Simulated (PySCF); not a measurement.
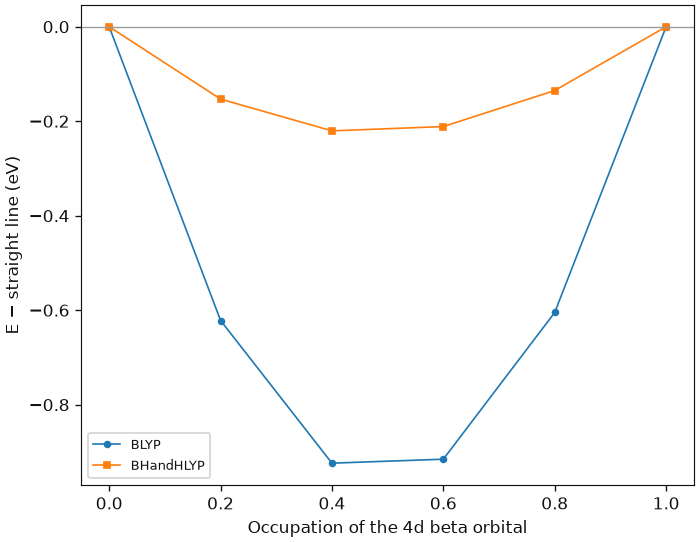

One 4d beta orbital of Tc⁻ ([Kr] 4d⁶ 5s²) is emptied in steps. The plot gives the energy less the straight line between the integer ends. PySCF, def2-TZVPPD with a 28-electron core potential, unrestricted single determinants, no spin-orbit coupling.

### Describe the curvature of each method.

BLYP: convex (delocalisation error), largest departure −0.92 eV, removal energy 0.5141 eV; BHandHLYP: convex (delocalisation error), largest departure −0.22 eV, removal energy 0.01058 eV. The measured removal energy is 0.5500 eV. The exact energy is a straight line between whole electron numbers.
